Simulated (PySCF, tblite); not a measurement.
# H₁₁NOSi₄, a small molecule taken as a stand-in for a surface group (Si site with back bonds [SiH3], [SiH3], O[SiH3]): NMR shifts, core binding energies and electronic excitations, part 2 of 2

tblite 0.8.0 and PySCF 2.14.0. Atoms count from 0, parts from 1. The steps go on from the part before.

## (5) Core-electron binding energies: SCAN, X2C

Job settings and geometry (Å):

```
{"job": {"kind": "xps", "holes": 5}, "charge": 0, "multiplicity": 1}
Si    -0.125766    -0.345396     0.152928
Si    -1.796883    -0.763863     1.737712
Si    -0.697186    -0.915943    -2.049524
O      0.127597     1.315850     0.188618
Si     1.362713     2.383218    -0.102411
N      1.259390    -1.282612     0.575494
H     -2.245313    -2.189360     1.659957
H     -2.979461     0.123256     1.516004
H     -1.262502    -0.512356     3.114953
H      0.477704    -0.690696    -2.953075
H     -1.097443    -2.354268    -2.147907
H     -1.830324    -0.067988    -2.532270
H      2.132722     1.983710    -1.322676
H      0.778017     3.737176    -0.313399
H      2.305783     2.432407     1.056237
H      1.991795    -1.496519    -0.091655
H      1.589749    -1.356990     1.531042
```

With the program's defaults for keys left out, this is: delta-SCF UKS SCAN, pcX-2 on the ionised atom, pcseg-1 elsewhere, spin-free X2C.

Log:

```text
ground state, core basis on atom 0 (Si), 197 functions
  cycle   1  E = -1296.78299926  |g| = 8.37e-01
  cycle   2  E = -1296.30088752  |g| = 1.73e+00
  cycle   3  E = -1296.90985250  |g| = 2.18e-01
  cycle   4  E = -1296.91837859  |g| = 1.06e-01
  cycle   5  E = -1296.92091547  |g| = 1.83e-02
  cycle   6  E = -1296.92102902  |g| = 4.92e-03
  cycle   7  E = -1296.92103046  |g| = 1.43e-03
  cycle   8  E = -1296.92103006  |g| = 4.12e-04
  E(ground) = -1297.01308723 Eh
hole in Si 2p of atom 0
  cycle   1  E = -1292.63199743  |g| = 1.25e+00
  cycle   2  E = -1292.20351783  |g| = 1.34e+00
  cycle   3  E = -1292.89612890  |g| = 3.48e-01
  cycle   4  E = -1292.96907170  |g| = 1.11e-01
  cycle   5  E = -1292.97241867  |g| = 7.22e-02
  cycle   6  E = -1292.97516009  |g| = 9.28e-03
  cycle   7  E = -1292.97514613  |g| = 1.13e-02
  cycle   8  E = -1292.97519702  |g| = 8.80e-04
  cycle   9  E = -1292.97519787  |g| = 2.98e-04
  E(ion) = -1293.07889868 Eh   <S^2> = 0.7514   hole on atom = 1.003   binding energy = 107.055 eV
  2p3/2 = 106.824 eV   2p1/2 = 107.448 eV
ground state, core basis on atom 1 (Si), 197 functions
  cycle   1  E = -1296.90819050  |g| = 2.87e-01
  cycle   2  E = -1296.90824463  |g| = 3.56e-02
  cycle   3  E = -1296.90815622  |g| = 3.38e-02
  cycle   4  E = -1296.90841371  |g| = 9.01e-03
  cycle   5  E = -1296.90843007  |g| = 1.81e-03
  cycle   6  E = -1296.90843011  |g| = 1.34e-04
  E(ground) = -1297.00055635 Eh
hole in Si 2p of atom 1
  cycle   1  E = -1292.64973457  |g| = 1.23e+00
  cycle   2  E = -1292.43060822  |g| = 1.13e+00
  cycle   3  E = -1292.92174137  |g| = 3.13e-01
  cycle   4  E = -1292.97469933  |g| = 1.45e-01
  cycle   5  E = -1292.98253149  |g| = 5.39e-02
  cycle   6  E = -1292.98413643  |g| = 1.19e-02
  cycle   7  E = -1292.98418560  |g| = 7.97e-03
  cycle   8  E = -1292.98420904  |g| = 2.58e-03
  cycle   9  E = -1292.98421311  |g| = 4.83e-04
  E(ion) = -1293.08792767 Eh   <S^2> = 0.7531   hole on atom = 1.002   binding energy = 106.468 eV
  2p3/2 = 106.266 eV   2p1/2 = 106.889 eV
ground state, core basis on atom 2 (Si), 197 functions
  cycle   1  E = -1296.90830423  |g| = 2.86e-01
  cycle   2  E = -1296.90840853  |g| = 3.13e-02
  cycle   3  E = -1296.90844009  |g| = 1.94e-02
  cycle   4  E = -1296.90850434  |g| = 5.02e-03
  cycle   5  E = -1296.90850915  |g| = 1.33e-03
  cycle   6  E = -1296.90851217  |g| = 2.73e-04
  E(ground) = -1297.00062929 Eh
hole in Si 2p of atom 2
  cycle   1  E = -1292.64844878  |g| = 1.23e+00
  cycle   2  E = -1292.40490454  |g| = 1.15e+00
  cycle   3  E = -1292.91244732  |g| = 3.45e-01
  cycle   4  E = -1292.97268227  |g| = 1.67e-01
  cycle   5  E = -1292.98175573  |g| = 6.82e-02
  cycle   6  E = -1292.98385568  |g| = 2.56e-02
  cycle   7  E = -1292.98413537  |g| = 7.48e-03
  cycle   8  E = -1292.98416411  |g| = 2.00e-03
  cycle   9  E = -1292.98416856  |g| = 4.75e-04
  E(ion) = -1293.08807973 Eh   <S^2> = 0.7530   hole on atom = 1.002   binding energy = 106.466 eV
  2p3/2 = 106.269 eV   2p1/2 = 106.892 eV
ground state, core basis on atom 3 (O), 186 functions
  cycle   1  E = -1296.85169389  |g| = 1.11e-01
  cycle   2  E = -1296.84902405  |g| = 1.39e-01
  cycle   3  E = -1296.85200906  |g| = 5.43e-02
  cycle   4  E = -1296.85252552  |g| = 7.36e-03
  cycle   5  E = -1296.85254390  |g| = 1.91e-03
  cycle   6  E = -1296.85254496  |g| = 3.69e-04
  E(ground) = -1296.98368895 Eh
hole in O 1s of atom 3
  cycle   1  E = -1276.25648437  |g| = 2.24e+00
  cycle   2  E = -1275.56160042  |g| = 2.31e+00
  cycle   3  E = -1276.99017121  |g| = 5.19e-01
  cycle   4  E = -1277.01996573  |g| = 4.01e-01
  cycle   5  E = -1277.10083974  |g| = 8.96e-02
  cycle   6  E = -1277.10451528  |g| = 2.27e-02
  cycle   7  E = -1277.10489067  |g| = 5.08e-03
  cycle   8  E = -1277.10490600  |g| = 1.82e-03
  cycle   9  E = -1277.10490900  |g| = 6.36e-04
  cycle  10  E = -1277.10490835  |g| = 1.38e-04
  E(ion) = -1277.23652873 Eh   <S^2> = 0.7628   hole on atom = 1.000   binding energy = 537.348 eV
ground state, core basis on atom 5 (N), 186 functions
  cycle   1  E = -1296.82931340  |g| = 1.35e-01
  cycle   2  E = -1296.82195036  |g| = 2.26e-01
  cycle   3  E = -1296.83154365  |g| = 2.84e-02
  cycle   4  E = -1296.83165974  |g| = 1.56e-02
  cycle   5  E = -1296.83172041  |g| = 2.30e-03
  cycle   6  E = -1296.83172090  |g| = 4.12e-04
  E(ground) = -1296.96366033 Eh
hole in N 1s of atom 5
  cycle   1  E = -1281.25054385  |g| = 1.86e+00
  cycle   2  E = -1280.59144208  |g| = 2.06e+00
  cycle   3  E = -1281.89446220  |g| = 4.14e-01
  cycle   4  E = -1281.91939502  |g| = 3.20e-01
  cycle   5  E = -1281.95944055  |g| = 7.98e-02
  cycle   6  E = -1281.96192379  |g| = 2.00e-02
  cycle   7  E = -1281.96220257  |g| = 3.97e-03
  cycle   8  E = -1281.96221357  |g| = 1.82e-03
  cycle   9  E = -1281.96221595  |g| = 5.88e-04
  cycle  10  E = -1281.96221568  |g| = 1.80e-04
  E(ion) = -1282.09295470 Eh   <S^2> = 0.7647   hole on atom = 1.000   binding energy = 404.653 eV
```

It took 62 s on 1 thread of Arm Neoverse V1, shared host; peak memory 0.74 GiB.

The holes in one table. −ε is the ground-state orbital energy:

```
       hole  stands for                   environment  ΔSCF (eV; 2p as the shell's mean)  −ε (eV)   ⟨S²⟩
Si2p on Si0         Si0  silicon bonded to N, O, 2 Si                             107.03     96.8  0.751
Si2p on Si1         Si1     silicon bonded to Si, 3 H                             106.47     96.0  0.753
Si2p on Si2         Si2     silicon bonded to Si, 3 H                             106.48     96.0  0.753
  O1s on O3          O3         oxygen bonded to 2 Si                             537.35    516.4  0.763
  N1s on N5          N5    nitrogen bonded to Si, 2 H                             404.65    385.8  0.765
```

With the spin-orbit splitting: Si0 2p3/2 106.82, 2p1/2 107.45 eV; Si1 2p3/2 106.27, 2p1/2 106.89 eV; Si2 2p3/2 106.27, 2p1/2 106.89 eV. The table gives each 2p level as the mean over the whole 2p shell (two parts 2p3/2, one part 2p1/2), which differs a little from the single hole in the log.

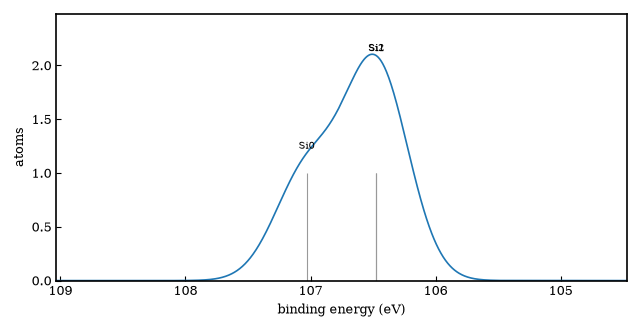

The Si2p photoelectron lines, weighted by the number of atoms. Only 3 of the 4 Si atoms are covered by sound results. Lines are broadened to a width of 0.60 eV (Gaussian).

## (6) TDDFT and polarisability: CAM-B3LYP/def2-SVPD

Settings changed since step 5:

```diff
@@ -1,2 +1,2 @@
-{"job": {"kind": "xps", "holes": 5}, "charge": 0, "multiplicity": 1}
+{"job": {"kind": "uv", "xc": "CAM-B3LYP", "basis": "def2-SVPD", "nstates": 6, "ntriplets": 2, "ip": true}, "charge": 0, "multiplicity": 1}
 Si    -0.125766    -0.345396     0.152928
```

Method: TDDFT CAM-B3LYP/def2-SVPD, vertical, gas phase, core orbitals frozen in the response.

Log:

```text
coarse grid: 15464 points
cycle   1  E = -1293.8753675180  dE =  1.508e-02  |g| = 7.954e-01  |ddm| = 5.037e+00
cycle   2  E = -1293.7561456742  dE =  1.192e-01  |g| = 1.139e+00  |ddm| = 2.285e+00
cycle   3  E = -1294.0029514035  dE = -2.468e-01  |g| = 9.140e-02  |ddm| = 1.255e+00
cycle   4  E = -1294.0042331696  dE = -1.282e-03  |g| = 5.653e-02  |ddm| = 2.144e-01
cycle   5  E = -1294.0049254143  dE = -6.922e-04  |g| = 7.536e-03  |ddm| = 8.001e-02
cycle   6  E = -1294.0049417356  dE = -1.632e-05  |g| = 1.331e-03  |ddm| = 2.174e-02
cycle   7  E = -1294.0049424849  dE = -7.493e-07  |g| = 4.230e-04  |ddm| = 5.060e-03
final grid: 129000 points
cycle   8  E = -1294.1736442791  dE = -9.551e-06  |g| = 2.439e-03  |ddm| = 4.507e-02
cycle   9  E = -1294.1736437149  dE =  5.642e-07  |g| = 3.031e-03  |ddm| = 6.267e-03
cycle  10  E = -1294.1736456078  dE = -1.893e-06  |g| = 1.800e-04  |ddm| = 3.250e-03
cycle  11  E = -1294.1736456120  dE = -4.199e-09  |g| = 1.601e-04  |ddm| = 5.004e-04
cycle  12  E = -1294.1736456170  dE = -4.913e-09  |g| = 1.982e-05  |ddm| = 1.932e-04
cycle  13  E = -1294.1736456171  dE = -1.487e-10  |g| = 4.076e-06  |ddm| = 5.374e-05
converged SCF energy = -1294.1736456171

Static polarisability (au): isotropic 125.573, principal 112.290 127.639 136.790

Singlet excitations
state   eV       nm        f      main configurations
  1   6.0043    206.5   0.08463   H->L 0.90
  2   6.4431    192.4   0.01413   H->L+2 0.71
  3   6.5155    190.3   0.03451   H-1->L 0.74, H-1->L+2 0.08
  4   6.8420    181.2   0.06793   H->L+1 0.79
  5   7.2144    171.9   0.02050   H-1->L+1 0.42, H-1->L+2 0.28, H-1->L 0.14
  6   7.4631    166.1   0.43685   H->L+5 0.32, H->L+3 0.31, H->L+4 0.19

Triplet excitations (Tamm-Dancoff, eV): 5.2744 5.8802
Vertical ionisation energy (delta-SCF) = 9.1933 eV
```

Run time: 3.7 min. Hardware: 1 thread of Arm Neoverse V1, shared host; peak memory 1.2 GiB.

Frontier orbitals and where they lie:

```csv
orbital,eV,atoms
HOMO−3,-10.62,"Si4 27 %, H12 24 %, O3 20 %"
HOMO−2,-10.29,"O3 27 %, Si4 16 %, H14 14 %"
HOMO−1,-9.33,"N5 62 %, O3 10 %, Si0 8 %"
HOMO,-8.63,"Si0 23 %, Si2 20 %, Si1 18 %"
LUMO,0.47,"Si0 20 %, Si2 15 %, Si1 14 %"
LUMO+1,0.87,"Si2 22 %, Si1 20 %, Si0 9 %"
LUMO+2,0.92,"Si4 15 %, Si2 13 %, Si1 12 %"
```

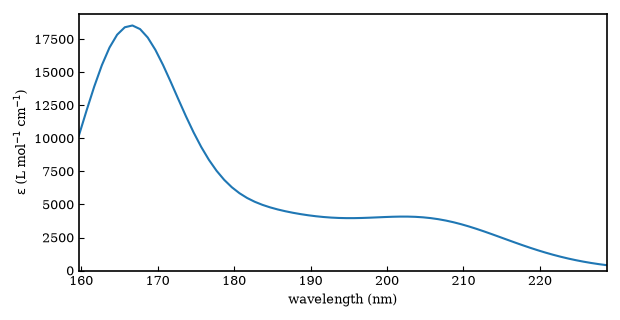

Absorption spectrum: each of the 6 states is a Gaussian band of 0.4 eV half-width at 1/e. Beyond the last state computed it falls off for lack of states.

Further results of this job:

```
           property  computed
  dipole moment (D)      1.67
polarisability (Å³)     18.61
 HOMO–LUMO gap (eV)      9.10
      −ε(HOMO) (eV)      8.63
```

## (7) Outcome

What follows sums up all 2 parts.

```
                                                                  quantity                                                                 value
                                                               point group                                                                    C1
                                      rotational constants (main isotopes)                                                  1.46, 1.01, 0.77 GHz
                                     1H shifts against TMS (PBE0/pcSseg-1)  5.00, 4.99, 4.85, 3.55, 3.51, 3.47, 3.45, 3.32, 3.32, 1.62, 1.59 ppm
                                   29Si shifts against TMS (PBE0/pcSseg-1)                                       -5.7, -42.1, -107.2, -111.3 ppm
                                    17O shifts against H2O (PBE0/pcSseg-1)                                                              67.0 ppm
                                    15N shifts against NH3 (PBE0/pcSseg-1)                                                              47.2 ppm
potential on the surface of density 0.002 e/bohr³, 1st and 99th percentile                                                    -0.83 V and 1.69 V
             Si2p binding energies, SCAN/pcX-2 (standing for 3 of 4 atoms)                                 Si0 107.03, Si2 106.48, Si1 106.47 eV
                                          O1s binding energies, SCAN/pcX-2                                                          O3 537.35 eV
                                          N1s binding energies, SCAN/pcX-2                                                          N5 404.65 eV
                                      lowest singlet (CAM-B3LYP/def2-SVPD)                                           6.00 eV (206 nm), f = 0.085
                                  brightest single state of those computed                                           state 6, 7.46 eV, f = 0.437
                                                            lowest triplet                                                               5.27 eV
                                         vertical ionisation energy (ΔSCF)                                                               9.19 eV
```

The start of the PBE0/def2-SVP relaxation was shaken at random by about 0.01 Å, so part of the energy gained, and of the first lengths quoted, undoes that. The optimisation took 18 steps and gained 0.527 eV; among the close pairs (by a distance rule), O3–Si4 changed most, from 1.587 to 1.658 Å (PBE0/def2-SVP). No frequency check was run at this level, so the end point may be a saddle. Hydrogens of an XH3 group are listed apart at this fixed geometry; free rotation makes them one line at their mean. At PBE0/pcSseg-1: The largest span, 156 ppm, is at O3, where the paramagnetic term is -135 ppm. At PBE0/pcSseg-1, counted by nearest atom on the grid, the HOMO lies on Si0 23 %; Si1, Si2 about 17 % each, the LUMO on Si0 17 %; H8, H9 about 9 % each. At SCAN/pcX-2: The Si2p levels kept as sound span 0.56 eV, from Si1 (silicon bonded to Si, 3 H) up to Si0 (silicon bonded to N, O, 2 Si). Only 3 of the 4 Si atoms are covered by sound results. The first singlet state (HOMO→LUMO 0.90) lies at 6.00 eV and is bright; of the 6 states computed, the strongest absorption comes from state 6 at 7.46 eV (the last computed, so partners may be missing). The lowest triplet lies 0.73 eV below the lowest singlet (triplets in Tamm-Dancoff, singlets in full TDDFT). The orbital energy would give 8.63 eV for ionisation, ΔSCF gives 9.19 eV. A capped cluster stands for the solid here, so long-range fields and strain are missing, and bands or shifts of the capping hydrogens have no counterpart in it.
